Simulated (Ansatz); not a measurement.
# Sensitivity of the G0W0 gap of Ge2Sb2Te5 (P-3m1)

Aim: change settings of a G0W0 run on Ge2Sb2Te5 (P-3m1) and see what moves.

Main program and level: Ansatz 0.2.0; G0W0 on PBE, plane waves, PAW; PAW set soft_1.

In doubt: masses and optical values from hybrid runs of this build are listed as unsure (step 3), which bears on the screening that GW takes from such a start.

## 1. The structure

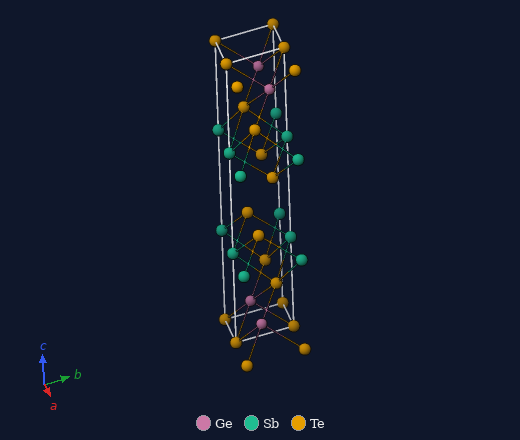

Start, viewed slightly off an axis; germanium pink, antimony teal, tellurium orange. 2×1×1 cells are drawn. Bonds to atoms that aren't drawn are left out. Some periodic images of atoms are drawn too.

The cell and positions are those that the Materials Project relaxed with its own functionals (PBE, PBE+U or r2SCAN), kept fixed. Spin-orbit coupling is left out unless a step names it.

## 2. The base run: 6×6×1 mesh, 477 empty bands, screening to 84 eV, PAW set soft_1 files

Now the one-shot GW correction: screening in the RPA, then the self-energy of the levels asked for. This step takes PAW set soft_1 files.

input.yaml reads:

```yaml
crystal:
  lattice:
    - [4.2940644248, 0.0, 0.0]
    - [-2.1470322124, 3.7187688774, 0.0]
    - [0.0, 0.0, 17.101346]
  atoms:
    - { symbol: Ge, position: [0.33333333, 0.66666667, 0.897105] }
    - { symbol: Ge, position: [0.66666667, 0.33333333, 0.102895] }
    - { symbol: Sb, position: [0.0, 0.0, 0.679932] }
    - { symbol: Sb, position: [0.0, 0.0, 0.320068] }
    - { symbol: Te, position: [0.0, 0.0, 0.0] }
    - { symbol: Te, position: [0.66666667, 0.33333333, 0.798458] }
    - { symbol: Te, position: [0.33333333, 0.66666667, 0.201542] }
    - { symbol: Te, position: [0.33333333, 0.66666667, 0.580108] }
    - { symbol: Te, position: [0.66666667, 0.33333333, 0.419892] }
kpoints:
  mp_grid: { grid: [6, 6, 1] }
hamiltonian:
  xc: pbe
  pseudopotentials: { kind: paw, azcp: { folder: soft_1 } }
scf:
  occupations: { method: fixed }
gw:
  n_empty_bands: 477
  ecut_chi: 84
  qp_bands: [v3, c3]
  qp_kpoints: band_edges
  screening: { model: contour_deformation }
```

Started as:

```sh
$ ansatz run input.yaml --threads 3 --pin off --max-ram 92160MiB --backend cuda --events-out ev --progress --plain --runs-dir out --devices 1 --max-vram 13GiB
```

Numbers of over 12 decimals in the logs are rounded to 6 here.

Log:

```text
GPUs: using 1 of 1 available (devices: 1).
Engine: ansatz 0.2.0, x86_64-unknown-linux-gnu
Pseudopotentials: kind: paw
Pseudopotential: Ge, paw, valence charge 14, recommended cutoff 420 eV (normal), soft_1/Ge.paw.azcp
Pseudopotential: Sb, paw, valence charge 15, recommended cutoff 420 eV (normal), soft_1/Sb.paw.azcp
Pseudopotential: Te, paw, valence charge 16, recommended cutoff 420 eV (normal), soft_1/Te.paw.azcp
Functional definition: PBE
  parameter kappa = 0.804
  parameter beta = 0.066725
  exchange = pbe_x(kappa = kappa, mu = beta*pi^2/3)
  correlation = pbe_c(beta = beta)
device memory: the entry about to start is reckoned to put 4.5 GiB on a device that reports 41.2 GiB free (of which the cap on the GPU budget leaves the run 13.0 GiB)
GPU FFT provider: cuFFT
GPU libraries: cuBLAS 13.8.2, cuFFT 12.4.0, cuSOLVER 12.3.4
Crystal: 9 atoms, lattice volume = 273.085 Å³
Basis set: ecut = 420 eV, 5295 PW (Γ)
Bands: 83, of which v1, the nominal top of the filled ones, is band 69 counted from 1 (68 counted from 0)
Symmetry: 12 space group operations
Space group: P-3m1 (ITA 164), of the structure as read, at distance tolerance 6.5e-5 Å
k-points: 7 of 36
Non-local potential: Ge, projectors of the file, l = 0: 2, l = 1: 2, l = 2: 3, l = 3: 1
Non-local potential: Sb, projectors of the file, l = 0: 2, l = 1: 2, l = 2: 2, l = 3: 1
Non-local potential: Te, projectors of the file, l = 0: 2, l = 1: 2, l = 2: 2, l = 3: 1
PAW form: soft (Blöchl's): semilocal exchange-correlation on the pseudo side does not see the compensation charge
PAW one-centre angular grid: Ge, 590 points (default); XC on 64 Gauss nodes
PAW one-centre angular grid: Sb, 590 points (default); XC on 64 Gauss nodes
PAW one-centre angular grid: Te, 590 points (default); XC on 64 Gauss nodes
Initial density: superposition of atomic densities (chi_scale 0.1, normalization cell, long waves kept (reshape's long-wave potential 0.31 eV rms))
Initial wavefunctions: pseudopotential atomic-orbital guess
GPU buffer pool allocated for 108000 grid points (all kernels)
GPU transforms: local potential and band sums: pruned to the plane-wave sphere, on 30×30×120
Functional: x = pbe(κ = 0.804, μ = 0.219515), c = pbe(β = 0.066725)
SCF iter   1: F=—  HF=-56460.932716 eV  |F-HF|=—  |Δ(HF+E_count)|=         —  Δρ=1.54e-2  dr2=1.05e1  ethr=3.10e-3  ⟨swp⟩=4.9  Hψ=1861  notcnv=0  defer=80
preconditioner: auto → Resta (q_TF=auto, 2.435 Å⁻¹)  ε∞=4.6  [insulator: Δε(μ)=0.115 eV  Ē_g=8.223 eV  n_scr=66 (ndim 8)  ℏωp=15.6 eV  f_vac=0.005  ε∞_Penn≈4.6]
SCF iter   2: F=—  HF=-56461.185860 eV  |F-HF|=—  |Δ(HF+E_count)|=   2.53e-1  Δρ=1.53e-2  dr2=1.73e1  ethr=3.10e-3  ⟨swp⟩=3.0  Hψ=761  notcnv=0  defer=71
[...]
E_xc         = -953.609457
  E_vxc        = -820.491784  (∫ρ·V_xc dr)
  E_paw        = -36448.575561  (= ΣΔE_a)
  E_vpaw       = -3239.112593  (= ΣTr[D̂ρ^β])
  E_aug_tail   = 0.000745  (compensation charges beyond the density's cutoff)
  E_ewald      = -13595.634202
  E_smearing   = -0.000000  (= −TS)
  E_closure    = 0.000000  (closes the sum)
  Σ components = -56460.360881   (vs F -56460.360881, Δ=0.00e0)
--- Band table (eV; the first three rows and the last of 7) ---
  k-point 0: bands = [... 65 lower, 7.9629, 8.0884, 8.3973, 9.2318, 9.5063, 9.5063, 9.5514, 10.1500, ... 10 higher]
  k-point 1: bands = [... 65 lower, 7.9096, 8.1649, 8.5658, 9.0021, 9.7827, 9.8254, 10.3519, 10.4302, ... 10 higher]
  k-point 2: bands = [... 65 lower, 7.3755, 7.8749, 8.0577, 8.4474, 10.0894, 10.1562, 10.5569, 10.7322, ... 10 higher]
  k-point 6: bands = [... 65 lower, 6.9058, 8.4562, 8.4562, 8.5653, 9.9321, 9.9321, 10.1759, 11.9024, ... 10 higher]
--- G₀W₀: contour deformation, 8 samples at zero and on the imaginary axis and 1 off it, 36 q-points, 477 empty bands' worth ---
  eigenvalues of the whole cell's RPA ε∞ on this k-mesh (on a slab, of 1 + 4πα/V) = 59.4047, 213.9540, 213.9540; static W/v taken at q = 0 is 0.007204
  bands read: the sum over 546 bands ends inside a degenerate multiplet in 1 slot, whose members it reads at an even weight; the widest, k=0: bands 546 to 547 (counted from 1) at 1/2 each
  gw.qp_kpoints: band_edges: 5 of 7 stored k-points solved, in 1 pass; an edge of the gap read off the rows below is read off those points alone
    valence top: of the k-points left out ik 2 came nearest to being solved in a further pass, in band 69 (counted from 1, as in the quasiparticle table): it holds the edge there only if its correction is more favourable than any solved in that band by at least 0.784 eV; those differ by 0.068 eV
    conduction bottom: of the k-points left out ik 2 came nearest to being solved in a further pass, in band 70 (counted from 1, as in the quasiparticle table): it holds the edge there only if its correction is more favourable than any solved in that band by at least 0.582 eV; those differ by 0.070 eV
    ik  band        ε_KS         Σx   Σc(E_QP)       V_xc       Z   E_QP_lin       E_QP  E_QP is
     0    67      8.0884   -14.3311     0.1546   -14.1373  0.7400     8.0491     8.0492  root
     0    68      8.3973   -14.3874     0.3347   -13.9764  0.7392     8.3208     8.3210  root
     0    69      9.2318   -14.4066     0.0450   -14.2909  0.7424     9.1609     9.1611  root
     0    70      9.5063    -9.7141    -2.8329   -12.5162  0.7418     9.4755     9.4754  root
     0    71      9.5063    -9.7141    -2.8329   -12.5162  0.7418     9.4755     9.4754  root
     0    72      9.5514    -9.4169    -3.1904   -12.6244  0.7514     9.5685     9.5685  root
     1    67      8.1649   -15.3179     1.2016   -13.9314  0.7294     7.9773     7.9800  root
     1    68      8.5658   -15.2789     0.7437   -14.4269  0.7358     8.4569     8.4574  root
[...]
6    69      8.5653   -15.0921     0.7592   -14.1938  0.7368     8.4251     8.4262  root
     6    70      9.9321    -9.4197    -3.2244   -12.6519  0.7412     9.9399     9.9399  root
     6    71      9.9321    -9.4197    -3.2244   -12.6519  0.7412     9.9399     9.9399  root
     6    72     10.1759    -9.4592    -3.2900   -12.7633  0.7381    10.1900    10.1900  root
[key lines of the parts left out:]
SCF converged after 11 iterations
Free energy (F): -56460.360881 eV
Fermi energy:    9.231845 eV
```

Elapsed: 49 s, on 1 × NVIDIA H100 80GB HBM3 (shared by 6 runs) with 3 threads of AMD EPYC 7R13 (Zen 3), shared host; peak memory 1.9 GiB.

Numbers from this step:

- bands summed: 546
- RPA ε∞ on this mesh (eigenvalues): 59.40, 214.0, 214.0
- plane waves in the screening matrix: 463
- q-points in the mesh: 36
- G0W0 gap on the mesh: 0.3143 eV
- k of the valence top: 0, 0, 0
- k of the conduction bottom: 0, 0, 0
- starting gap on the mesh: 0.2744 eV
- Z at the valence top: 0.7424
- Z at the conduction bottom: 0.7418
- least direct G0W0 gap on the computed points: 0.3143 eV

The gap on the mesh goes from 0.27 eV to 0.31 eV, a correction of +0.04 eV. Between the two edge states, bare exchange in place of the xc potential would open the gap by 2.92 eV, and correlation takes back 2.88 eV.

## 3. Variant: starting point

This step: G0W0 on Hartree-Fock, plane waves, PAW; PAW set soft_1.

input.yaml, as its differences from that of step 2:

```diff
@@ -18,3 +18,3 @@
 hamiltonian:
-  xc: pbe
+  xc: hf
   pseudopotentials: { kind: paw, azcp: { folder: soft_1 } }
@@ -23,4 +23,4 @@
 gw:
-  n_empty_bands: 477
-  ecut_chi: 84
+  n_empty_bands: 620
+  ecut_chi: 100
   qp_bands: [v3, c3]
```

Log:

```text
GPUs: using 1 of 1 available (devices: 1).
[...]
davidson cushion auto → on  (no smearing: the cushion is to keep the highest requested band from converging to the state above it; pin scf.eigensolver.cushion to override)
[...]
GPU FFT provider: cuFFT
GPU libraries: cuBLAS 13.8.2, cuFFT 12.4.0, cuSOLVER 12.3.4
Crystal: 9 atoms, lattice volume = 273.085 Å³
Basis set: ecut = 420 eV, 5295 PW (Γ)
Bands: 83, of which v1, the nominal top of the filled ones, is band 69 counted from 1 (68 counted from 0)
Symmetry: 12 space group operations
[...]
k-points: 7 of 36
[...]
GPU buffer pool allocated for 108000 grid points (all kernels)
[...]
SCF iter   1: F=—  HF=-55842.338231 eV  |F-HF|=—  |Δ(HF+E_count)|=         —  Δρ=1.65e-2  dr2=1.03e1  ethr=1.00e-1  ⟨swp⟩=9.1  Hψ=1607  notcnv=0
[...]
SCF iter  10: F=-55842.090658 eV  HF=-55842.090658 eV  |F-HF|=4.46e-7  |Δ(HF+E_count)|=   5.36e-6  Δρ=3.13e-5  dr2=1.18e-6  ethr=1.13e-8  ⟨swp⟩=3.6  Hψ=1594  notcnv=0
SCF 1 stopped early in 10 iterations: F = -55842.090658 eV  dr2 = 1.18e-6
[...]
GPU FFT provider: cuFFT
GPU libraries: cuBLAS 13.8.2, cuFFT 12.4.0, cuSOLVER 12.3.4
[...]
GPU buffer pool allocated for 108000 grid points (all kernels)
[...]
Frozen-core exchange: fock
[...]
Internal energy: -55948.255934 eV  (E = F + TS)
E sigma→0 (E₀):  -55948.255934 eV
Fermi energy:    8.701627 eV
[...]
--- Band table (eV; the first three rows and the last of 7) ---
  k-point 0: bands = [... 65 lower, 6.2735, 7.7092, 7.7355, 8.7016, 12.5219, 12.5219, 13.2202, 13.3492, ... 2 higher]
  k-point 1: bands = [... 65 lower, 6.6051, 6.9440, 7.5009, 8.2528, 12.9948, 13.3687, 13.6889, 14.0082, ... 2 higher]
  k-point 2: bands = [... 65 lower, 5.7044, 6.2050, 7.1003, 7.7964, 13.2721, 13.7542, 14.1554, 14.2335, ... 2 higher]
  k-point 6: bands = [... 65 lower, 5.2284, 7.2195, 7.2195, 7.3826, 13.4400, 13.4400, 13.7183, 16.0312, ... 2 higher]
  guard bands above this table: 8 of the run's 83 bands. The solve was not asked for them (output.publish_guard_bands: true or output.eigenvalues: true publishes all)
[...]
0    67      7.7092   -14.8774     0.3338   -14.8196  0.8608     7.9849     7.9853  root
     0    68      7.7355   -15.1790     0.5889   -15.1329  0.8577     8.2771     8.2783  root
     0    69      8.7016   -14.6081     0.2899   -14.5398  0.8632     8.9230     8.9232  root
     0    70     12.5219    -8.7752    -2.5517    -8.8239  0.8603    10.0421    10.0189  root
     0    71     12.5219    -8.7752    -2.5517    -8.8239  0.8603    10.0421    10.0189  root
     0    72     13.2202    -8.5433    -2.9245    -8.5835  0.8614    10.3696    10.3359  root
     1    67      6.9440   -14.5279     0.6159   -14.4856  0.8566     7.5161     7.5176  root
     1    68      7.5009   -15.5266     0.7841   -15.4737  0.8560     8.2298     8.2322  root
[...]
6    69      7.3826   -15.2920     0.8031   -15.2337  0.8565     8.1249     8.1274  root
     6    70     13.4400    -8.4841    -2.8376    -8.5381  0.8577    10.6891    10.6565  root
     6    71     13.4400    -8.4841    -2.8376    -8.5381  0.8577    10.6891    10.6565  root
     6    72     13.7183    -8.4982    -2.8434    -8.5502  0.8573    10.9606    10.9269  root
[key lines of the parts left out:]
Free energy (F): -55948.255934 eV
```

The job ended after 2.2 min (1 × NVIDIA H100 80GB HBM3 (shared by 6 runs) with 3 threads; peak memory 2.8 GiB; 3.4 min of CPU time).

The G0W0 gap on the mesh is 1.096 eV.

Against the base:

```
              setting  base       variant
                start   PBE  Hartree-Fock
          empty bands   477           620
screening cutoff (eV)    84           100
```

```
                                    quantity  variant   base
                    starting gap on the mesh    3.820  0.274
                        G0W0 gap on the mesh    1.096  0.314
least direct G0W0 gap on the computed points    1.096  0.314
                        Z at the valence top    0.863  0.742
                  Z at the conduction bottom    0.860  0.742
```

## 4. Variant: fewer bands

This step: G0W0 on PBE, plane waves, PAW; PAW set soft_1.

input.yaml, as its differences from that of step 3:

```diff
@@ -18,3 +18,3 @@
 hamiltonian:
-  xc: hf
+  xc: pbe
   pseudopotentials: { kind: paw, azcp: { folder: soft_1 } }
@@ -23,4 +23,4 @@
 gw:
-  n_empty_bands: 620
-  ecut_chi: 100
+  n_empty_bands: 206
+  ecut_chi: 60
   qp_bands: [v3, c3]
```

Log:

```text
GPUs: using 1 of 1 available (devices: 1).
[...]
GPU FFT provider: cuFFT
GPU libraries: cuBLAS 13.8.2, cuFFT 12.4.0, cuSOLVER 12.3.4
Crystal: 9 atoms, lattice volume = 273.085 Å³
Basis set: ecut = 420 eV, 5295 PW (Γ)
Bands: 83, of which v1, the nominal top of the filled ones, is band 69 counted from 1 (68 counted from 0)
Symmetry: 12 space group operations
[...]
k-points: 7 of 36
[...]
GPU buffer pool allocated for 108000 grid points (all kernels)
[...]
SCF iter   1: F=—  HF=-56460.932716 eV  |F-HF|=—  |Δ(HF+E_count)|=         —  Δρ=1.54e-2  dr2=1.05e1  ethr=3.10e-3  ⟨swp⟩=4.9  Hψ=1861  notcnv=0  defer=80
[...]
SCF iter  11: F=-56460.360881 eV  HF=-56460.360881 eV  |F-HF|=1.31e-8  |Δ(HF+E_count)|=   1.31e-7  Δρ=1.39e-6  dr2=8.37e-9  ethr=7.25e-11  ⟨swp⟩=13.0  Hψ=2714  notcnv=0
SCF 1 converged in 11 iterations: F = -56460.360881 eV  dr2 = 8.37e-9
[...]
G₀W₀ screening: q 1/7
[... further progress lines ...]
[...]
SCF converged after 11 iterations
Free energy (F): -56460.360881 eV
[...]
Internal energy: -56460.360881 eV  (E = F + TS)
E sigma→0 (E₀):  -56460.360881 eV
Fermi energy:    9.231845 eV
[...]
--- Band table (eV; the first three rows and the last of 7) ---
  k-point 0: bands = [... 65 lower, 7.9629, 8.0884, 8.3973, 9.2318, 9.5063, 9.5063, 9.5514, 10.1500, ... 10 higher]
  k-point 1: bands = [... 65 lower, 7.9096, 8.1649, 8.5658, 9.0021, 9.7827, 9.8254, 10.3519, 10.4302, ... 10 higher]
  k-point 2: bands = [... 65 lower, 7.3755, 7.8749, 8.0577, 8.4474, 10.0894, 10.1562, 10.5569, 10.7322, ... 10 higher]
  k-point 6: bands = [... 65 lower, 6.9058, 8.4562, 8.4562, 8.5653, 9.9321, 9.9321, 10.1759, 11.9024, ... 10 higher]
[...]
`?` marks the rows in doubt; gw_qp.tsv's column doubts and the gw_qp event give each row's grounds
[...]
0    67      8.0884   -14.3311     0.4690   -14.1373  0.7413     8.3609     8.3636  root
     0    68      8.3973   -14.3874     0.6399   -13.9764  0.7406     8.6243     8.6262  root
     0    69      9.2318   -14.4066     0.3678   -14.2909  0.7441     9.4820     9.4840  root
     0    70      9.5063    -9.7141    -2.5670   -12.5162  0.7431     9.7470     9.7413  root
     0    71      9.5063    -9.7141    -2.5670   -12.5162  0.7431     9.7470     9.7413  root
     0    72      9.5514    -9.4169    -2.9171   -12.6244  0.7525     9.8481     9.8419  root
     1    67      8.1649   -15.3179     1.4923   -13.9314  0.7311     8.2701     8.2707  root
     1    68      8.5658   -15.2789     1.0596   -14.4269  0.7376     8.7717     8.7734  root
[...]
3    71     10.1903    -9.3703    -3.0465   -12.6860  0.7435    10.4743    10.4595  root ?
[...]
6    67      8.4562   -14.9834     1.1287   -14.0152  0.7364     8.6154     8.6166  root
     6    68      8.4562   -14.9834     1.1287   -14.0152  0.7364     8.6154     8.6166  root
     6    69      8.5653   -15.0921     1.0682   -14.1938  0.7384     8.7340     8.7352  root
     6    70      9.9321    -9.4197    -2.9624   -12.6519  0.7426    10.2170    10.2019  root ?
     6    71      9.9321    -9.4197    -2.9624   -12.6519  0.7426    10.2170    10.2019  root ?
     6    72     10.1759    -9.4592    -3.0160   -12.7633  0.7395    10.4708    10.4640  root
```

Elapsed: 12 s, on 1 × NVIDIA H100 80GB HBM3 (shared by 6 runs) with 3 threads; peak memory 1.4 GiB.

Against the base:

```
              setting  base  variant
          empty bands   477      206
screening cutoff (eV)    84       60
```

```
                                    quantity  variant   base
                    starting gap on the mesh    0.274  0.274
                        G0W0 gap on the mesh    0.257  0.314
least direct G0W0 gap on the computed points    0.257  0.314
                        Z at the valence top    0.744  0.742
                  Z at the conduction bottom    0.743  0.742
```

## 5. Results

```yaml
base: 0.31 eV, 49 s
starting_point: 1.10 eV, 2.2 min
fewer_bands: 0.26 eV, 12 s
```

In words: Starting point: the gap moves by +0.78 eV and the time by a factor of 2.6. The variant differs from the base in start, empty bands and screening cutoff together, so the change can't be laid to one of them. Fewer bands: the gap moves by −0.06 eV and the time by a factor of 0.25; such settings are too crude to quote. The variant differs from the base in empty bands and screening cutoff together, so the change can't be laid to one of them. All runs here use a coarse mesh and modest cutoffs; they test settings and are not final values. The 6×6×1 mesh is coarse for this cell (its supercell is 17 Å along the shortest edge). The RPA ε∞ on it, from the PBE start, is 59.40 and 213.95; such meshes misread the long-range screening, most where the gap is narrow. With atoms this heavy and so narrow a gap, spin-orbit coupling can invert the bands. These scalar-relativistic gaps are then model values, not to be set against experiment, and a spin-orbit change taken from DFT can't simply be added. On this mesh the RPA ε∞ passes 90, more than nearly any semiconductor shows; a coarse mesh does this where one point with a narrow direct gap carries much weight. The screening is then too strong, and the G0W0 gap should not be taken as the material's.

[Paths, hosts, dates, memory and timing lines, banners, echoed tables and standing remarks are left out of the program output.]

[Logs are printed without paths, hosts, clocks, repeated set-up lines and the standing remarks that a program may print on its own settings, such as how far it seeks lower states.]

[Runs of the session that timed out or met a known fault of the program may be left out.]

[Cells called generated may have been cut or substituted from an entry of the Crystallography Open Database or the Materials Project.]

[Hosts, paths, dates, database ids (printed as entryN), source tags and the programs' standing remarks are cut or masked in the printed files.]
